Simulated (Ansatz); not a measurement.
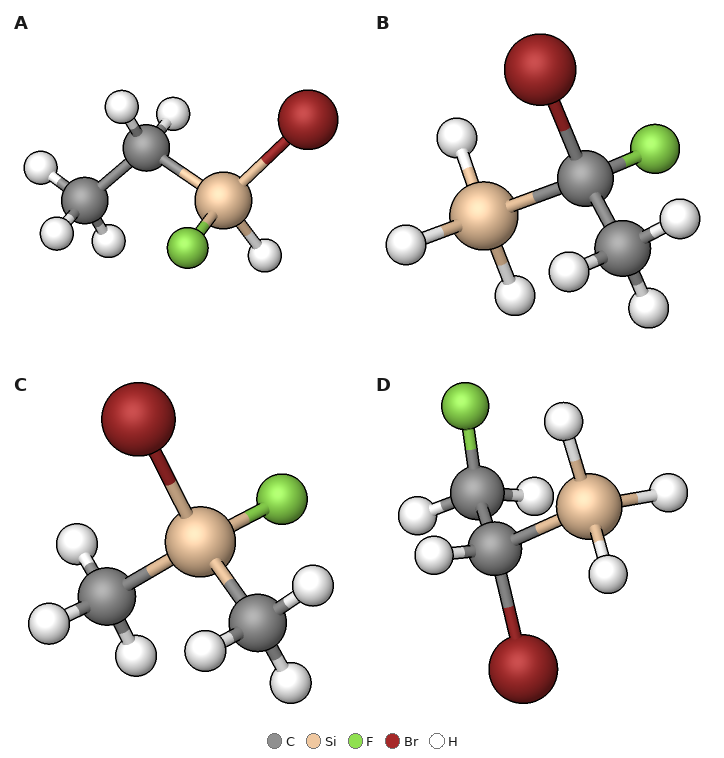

(Drawn from a calculation with Ansatz.)

### Match each picture to its SMILES.
(1) C[Si](C)(F)Br
(2) CC[Si@H](F)Br
(3) C[C@@](F)([SiH3])Br
(4) FC[C@H]([SiH3])Br

A is (2), B is (3), C is (1), D is (4).
